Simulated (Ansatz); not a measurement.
# Molecular dynamics, with input and output: GeH3OF (part 3 of 3)

Continued. System: GeH3OF. Method: RKS PBE-D4/def2-SVP (Ansatz 0.2.0). It belongs to a series of runs on one base structure; here: dynamics from the highest image of the converged band.

### The program's output, continued
```
md step   199: t =    99.50 fs  T =   719.2 K  F+E_penalty+E_count = -61306.18757130 eV  E_kin = 0.371838 eV  conserved = -61305.81573373 eV  (28 SCF iters, 3 dispersion substeps)
these checks for a lower state are left out or cut short: starts, cluster_reference, orbital_swaps, neighbouring_geometries, increment
816 factors; their error is unknown
mean field -61306.14967334 eV, -2252.9594456945 hartree, gradient 1.5e-5 eV, S^2 0.000000; 0 other end points of the search recorded, 0 dependent functions left out
the calculation of the forces begins
reference -61306.14970350 eV, -2252.9594468030 hartree; 26, 26 occupied and 49, 49 virtual orbitals, 816 factors
816 factors; their error is unknown
mean field evaluation 1344: about -61214.4478 eV, gradient 1.7e2 eV
mean field -61306.14967334 eV, -2252.9594456945 hartree, gradient 1.5e-5 eV, S^2 0.000000; 1 other end points of the search recorded, 0 dependent functions left out
the calculation of the forces begins
reference -61306.14970350 eV, -2252.9594468030 hartree; 26, 26 occupied and 49, 49 virtual orbitals, 816 factors
md step   200: t =   100.00 fs  T =   768.3 K  F+E_penalty+E_count = -61306.21378351 eV  E_kin = 0.397267 eV  conserved = -61305.81651606 eV  (27 SCF iters, 3 dispersion substeps)
```

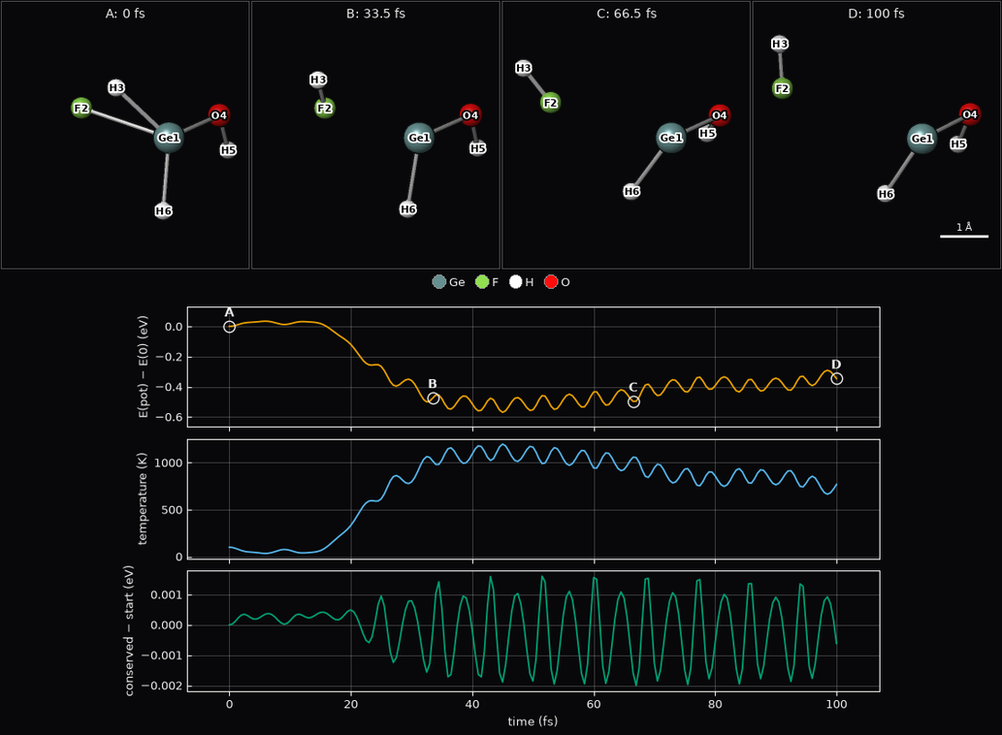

Frames of the molecular dynamics (ball-and-stick, seen at a tilt) above the curves, on which the letters mark them. The trajectory kept here has 201 frames over 100 fs. The temperature starts at 100 K, ranges from 34 to 1198 K and averages 908 K over the second half. The potential energy ends 0.346 eV below its first value. The conserved quantity stays within 0.0036 eV. After an unweighted best fit of the last frame on the first, the root-mean-square displacement is 0.82 Å.

```
Total energy: -61306.21381367 eV, -2252.9618028081 hartree
Atom 0 at     0.140835    -0.096946    -0.753365 Å, force    -0.295337     0.361916     0.482865 eV/Å
Atom 1 at     1.222931     0.052562     2.666088 Å, force     1.157243     1.002898    -0.121478 eV/Å
Atom 2 at     1.963611     0.670698     2.702812 Å, force    -1.195248    -0.985614    -0.065763 eV/Å
Atom 3 at    -0.820672     1.473296    -0.547555 Å, force     0.811114    -0.560338    -0.506700 eV/Å
Atom 4 at    -1.529596     1.196773     0.041580 Å, force    -0.635948     0.109981     0.524122 eV/Å
Atom 5 at    -0.813300    -0.922350     0.330946 Å, force     0.158176     0.071156    -0.313046 eV/Å
Dipole moment:     0.201005     0.061681     0.205817 e Å
```

### Trajectory as extended XYZ (Å, eV, eV/Å), 15 of the 201 frames kept, from step=0 to step=200
```
6
Properties=species:S:1:pos:R:3:forces:R:3 step=0 time_fs=0.0 energy=-61305.86760 temperature=100.0
Ge    0.2320   -0.0587   -0.3964    0.0070   0.0171   0.0101
F     0.8687    0.0133    1.5525    0.0013  -0.0046  -0.0111
H     1.6106    0.1090    0.4522    0.0023  -0.0008   0.0052
O    -0.7812    1.4035   -0.6212   -0.0139  -0.0165  -0.0028
H    -1.7336    1.1982   -0.5528    0.0075   0.0137  -0.0023
H    -0.7756   -1.2722   -0.3883   -0.0043  -0.0089   0.0010
6
Properties=species:S:1:pos:R:3:forces:R:3 step=14 time_fs=7.0 energy=-61305.83796 temperature=43.3
Ge    0.2304   -0.0534   -0.3969    0.2872  -0.7101   0.2823
F     0.8694    0.0066    1.5538    0.1764   0.0785  -0.1471
H     1.6404    0.1251    0.4659   -0.4070  -0.0974   0.0178
O    -0.7732    1.3881   -0.6258   -1.1058   0.2679  -0.0094
H    -1.7396    1.1700   -0.5437    0.7697   0.2320  -0.0675
H    -0.8206   -1.2670   -0.3237    0.2796   0.2290  -0.0760
6
Properties=species:S:1:pos:R:3:forces:R:3 step=29 time_fs=14.5 energy=-61305.84348 temperature=54.0
Ge    0.2303   -0.0518   -0.3964    0.0704  -0.2765  -0.7144
F     0.8745    0.0013    1.5530    0.2098   0.0878   0.3336
H     1.5490    0.1056    0.5149    0.4897   0.0273   0.4679
O    -0.7755    1.3841   -0.6329   -1.0066   0.4034  -0.0122
H    -1.7378    1.1754   -0.5367    0.5823   0.1863  -0.0558
H    -0.7895   -1.2085   -0.2860   -0.3454  -0.4283  -0.0190
6
Properties=species:S:1:pos:R:3:forces:R:3 step=43 time_fs=21.5 energy=-61306.06615 temperature=484.0
Ge    0.2308   -0.0530   -0.4005   -0.3702  -0.8044  -1.8871
F     0.8866   -0.0010    1.5598    0.7199   0.1372   0.9896
H     1.5900    0.0869    0.7820   -0.1262  -0.0188   0.6984
O    -0.7904    1.3950   -0.6410    0.0800   0.3192   0.0556
H    -1.7337    1.2125   -0.5303   -0.4533  -0.0457   0.0718
H    -0.8569   -1.2708   -0.2623    0.1497   0.4125   0.0718
6
Properties=species:S:1:pos:R:3:forces:R:3 step=57 time_fs=28.5 energy=-61306.23752 temperature=815.5
Ge    0.2294   -0.0586   -0.4162    0.0925  -0.0630  -1.7234
F     0.9032   -0.0015    1.5989    1.8343   0.2190   0.6348
H     1.8131    0.0864    1.1763   -1.7478  -0.1419   0.6345
O    -0.8143    1.4136   -0.6464    0.7811   0.0926   0.0729
H    -1.7517    1.2598   -0.5122   -0.8089  -0.1881   0.1744
H    -0.8962   -1.2002   -0.2012   -0.1511   0.0814   0.2067
6
Properties=species:S:1:pos:R:3:forces:R:3 step=71 time_fs=35.5 energy=-61306.38341 temperature=1095.9
Ge    0.2276   -0.0650   -0.4436   -0.4990   0.2826  -1.1469
F     0.9353    0.0004    1.6705   -1.8179  -0.1316   1.0873
H     1.8401    0.0816    1.6066    1.8167   0.2010  -0.2825
O    -0.8380    1.4318   -0.6469    0.2002  -0.2451   0.1325
H    -1.7877    1.2795   -0.4627    0.2369  -0.0994   0.0709
H    -0.9880   -1.0791   -0.0458    0.0631  -0.0074   0.1387
6
Properties=species:S:1:pos:R:3:forces:R:3 step=86 time_fs=43.0 energy=-61306.34361 temperature=1023.7
Ge    0.2220   -0.0699   -0.4807   -1.0260   0.3402  -0.2050
F     0.9715    0.0035    1.7742   -3.3877  -0.3174  -0.2170
H     1.8340    0.0913    1.9584    3.3492   0.3820   0.5256
O    -0.8525    1.4441   -0.6444   -0.2043  -0.5348   0.1911
H    -1.7817    1.2422   -0.3571    0.8362   0.1200  -0.1333
H    -1.0394   -0.9479    0.1738    0.4325   0.0100  -0.1614
6
Properties=species:S:1:pos:R:3:forces:R:3 step=100 time_fs=50.0 energy=-61306.42059 temperature=1165.9
Ge    0.2109   -0.0721   -0.5171   -0.2024   0.5747  -0.0853
F     1.0024    0.0069    1.8825   -0.5837  -0.0584  -0.0063
H     1.8592    0.1223    2.2175    0.5619   0.1164   0.0460
O    -0.8520    1.4438   -0.6425   -0.1293  -0.5626   0.1951
H    -1.7095    1.1970   -0.2183    0.4888   0.2963  -0.1920
H    -0.9248   -0.8372    0.3267   -0.1352  -0.3665   0.0425
6
Properties=species:S:1:pos:R:3:forces:R:3 step=114 time_fs=57.0 energy=-61306.35194 temperature=1037.1
Ge    0.1979   -0.0711   -0.5538   -0.0491  -0.0353   0.2849
F     1.0317    0.0104    1.9950    1.8995   0.3937   0.9765
H     1.9027    0.1796    2.4207   -1.8935  -0.3337  -1.0590
O    -0.8432    1.4306   -0.6401    0.4673  -0.1380  -0.2123
H    -1.6044    1.2324   -0.0796   -0.4920   0.1286   0.2776
H    -0.8305   -0.8593    0.4698    0.0677  -0.0154  -0.2677
6
Properties=species:S:1:pos:R:3:forces:R:3 step=129 time_fs=64.5 energy=-61306.28786 temperature=914.9
Ge    0.1839   -0.0702   -0.5913    0.3583  -0.5110   0.2084
F     1.0647    0.0148    2.1179    2.3088   0.6912   1.1352
H     1.9258    0.2598    2.5579   -2.3038  -0.6336  -1.2730
O    -0.8330    1.4105   -0.6337    0.3476   0.3817  -0.3789
H    -1.5167    1.3752    0.0399   -0.6577   0.0100   0.4721
H    -0.7132   -0.9062    0.5020   -0.0532   0.0617  -0.1639
6
Properties=species:S:1:pos:R:3:forces:R:3 step=143 time_fs=71.5 energy=-61306.29668 temperature=928.5
Ge    0.1730   -0.0726   -0.6251    0.5974  -0.4571  -0.0933
F     1.0970    0.0203    2.2327    1.3659   0.5675   0.5518
H     1.9242    0.3383    2.6237   -1.3729  -0.5183  -0.7166
O    -0.8302    1.4019   -0.6226   -0.2634   0.7526   0.1615
H    -1.4672    1.5279    0.1079   -0.0513  -0.2284  -0.1078
H    -0.6326   -0.9358    0.4629   -0.2756  -0.1163   0.2044
6
Properties=species:S:1:pos:R:3:forces:R:3 step=157 time_fs=78.5 energy=-61306.26325 temperature=862.8
Ge    0.1654   -0.0781   -0.6589   -0.0546  -0.4987   0.4210
F     1.1306    0.0278    2.3456   -1.4018  -0.6377  -0.6849
H     1.8985    0.4029    2.6509    1.3945   0.6823   0.5144
O    -0.8334    1.4134   -0.6080   -0.4514   0.6720   0.6230
H    -1.4563    1.5888    0.1460    0.4136  -0.4638  -0.6277
H    -0.6495   -0.9892    0.4743    0.0997   0.2458  -0.2459
6
Properties=species:S:1:pos:R:3:forces:R:3 step=171 time_fs=85.5 energy=-61306.22077 temperature=785.7
Ge    0.1579   -0.0862   -0.6906   -0.0390   0.2334   0.0822
F     1.1626    0.0361    2.4543   -2.9379  -1.6973  -1.0324
H     1.8969    0.4712    2.6761    2.9153   1.7285   0.8534
O    -0.8358    1.4398   -0.5915   -0.0066   0.0039   0.3586
H    -1.4752    1.4995    0.1558    0.2076  -0.2334  -0.3578
H    -0.6505   -0.9569    0.4099   -0.1395  -0.0352   0.0960
6
Properties=species:S:1:pos:R:3:forces:R:3 step=186 time_fs=93.0 energy=-61306.26823 temperature=872.2
Ge    0.1495   -0.0935   -0.7237   -0.1264   0.5176   0.1566
F     1.1946    0.0449    2.5660   -1.4431  -0.9862  -0.4232
H     1.9247    0.5637    2.6975    1.4109   1.0087   0.2388
O    -0.8320    1.4665   -0.5704    0.6115  -0.5669  -0.2302
H    -1.4999    1.3127    0.1137   -0.3628   0.0592   0.2722
H    -0.7145   -0.9295    0.3728   -0.0901  -0.0324  -0.0142
6
Properties=species:S:1:pos:R:3:forces:R:3 step=200 time_fs=100.0 energy=-61306.21378 temperature=768.3
Ge    0.1408   -0.0969   -0.7534   -0.2953   0.3619   0.4829
F     1.2229    0.0526    2.6661    1.1572   1.0029  -0.1215
H     1.9636    0.6707    2.7028   -1.1952  -0.9856  -0.0658
O    -0.8207    1.4733   -0.5476    0.8111  -0.5603  -0.5067
H    -1.5296    1.1968    0.0416   -0.6359   0.1100   0.5241
H    -0.8133   -0.9224    0.3309    0.1582   0.0712  -0.3130
```

This output came from the following input.

### Input file
```yaml
crystal:
  periodic: [false, false, false]
  atoms:
    - { symbol: Ge, position_ang: [0.23203, -0.058664, -0.396404] }
    - { symbol: F, position_ang: [0.868654, 0.013259, 1.552528] }
    - { symbol: H, position_ang: [1.610551, 0.109007, 0.452164] }
    - { symbol: O, position_ang: [-0.781249, 1.403524, -0.621151] }
    - { symbol: H, position_ang: [-1.733566, 1.198205, -0.552768] }
    - { symbol: H, position_ang: [-0.77562, -1.272232, -0.388269] }
basis:
  gaussian: { orbitals: def2-SVP }
hamiltonian:
  xc: pbe
  dispersion: d4
md:
  timestep: 0.5
  n_steps: 200
  ensemble: nve
  temperature: 100.0
  initial_velocities: maxwell_boltzmann
  seed: 4751
```

Command:
```bash
ansatz run input.yaml --threads 1 --pin off --max-ram 2048MiB --backend cpu --events-out ev --progress --plain --runs-dir out
```

### Key numbers

| quantity | value |
| --- | --- |
| outcome | finished |
| mean temperature over the second half | 908 K |
| trajectory | 200 steps, 100 fs |
| ensemble | nve |
| temperature in the input | 100.0 K |
| time step | 0.5 fs |
| potential energy (last step) | −61306.2138 eV |
| mean-field energy (last step) | −61306.1497 eV |
| largest force (length of the vector) (last step) | 1.551 eV/Å |
| hardware | 1 thread of Arm Neoverse V2, 24 GiB of memory available, shared host |
| wall time | 4.5 min |
| peak memory | 0.14 GiB |

### Notes

So short a trajectory is not equilibrated.
